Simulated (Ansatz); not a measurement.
Stretching the O3–H4 bond in FHOPb (SMILES [OH][Pb][F]) (multiplicity 1 held, fragments rigid). Energies count from the point at 0.966 Å.
Geometry at that point (charge 0, multiplicity 1):
```xyz
4

Pb     0.1198     0.0251     0.2337
F     -0.2989     1.3526    -1.3024
O     -0.7528    -1.6071    -0.7309
H     -1.1147    -1.3712    -1.5949
```

Restricted levels (R-, RO-) in cc, def2 and unpolarised 6-31G sets keep to the state of the molecule at rest. Unrestricted levels (U-) break spin symmetry where that is lower. Active spaces are followed from a long bond inwards. Curves can end on different states.

Frozen-core correlation. Filled d and f shells under p-block atoms count as core.

Programs: Ansatz (Gaussian orbitals).  In def2 rows elements past Kr take small-core potentials, without spin–orbit coupling.

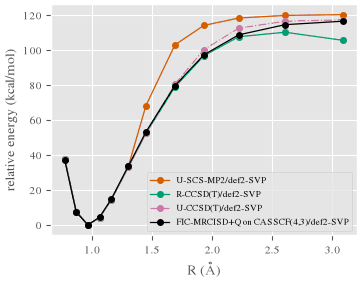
Fig. 1. Relative energy along the coordinate

### Question
Read off the U-SCS-MP2/def2-SVP curve at R = 1.449.

### Answer
about 68 kcal/mol

Doubts at one or more of the structures used: a spin-contaminated determinant (U-SCS-MP2/def2-SVP, U-CCSD(T)/def2-SVP); a restricted determinant that unrestricted orbitals would lower (R-CCSD(T)/def2-SVP); other coupled-cluster roots lie near (R-CCSD(T)/def2-SVP); T1 above 0.05 (R-CCSD(T)/def2-SVP, U-CCSD(T)/def2-SVP); active orbitals that take no part (FIC-MRCISD+Q on CASSCF(4,3)/def2-SVP).

Ansatz is a first-principles code.
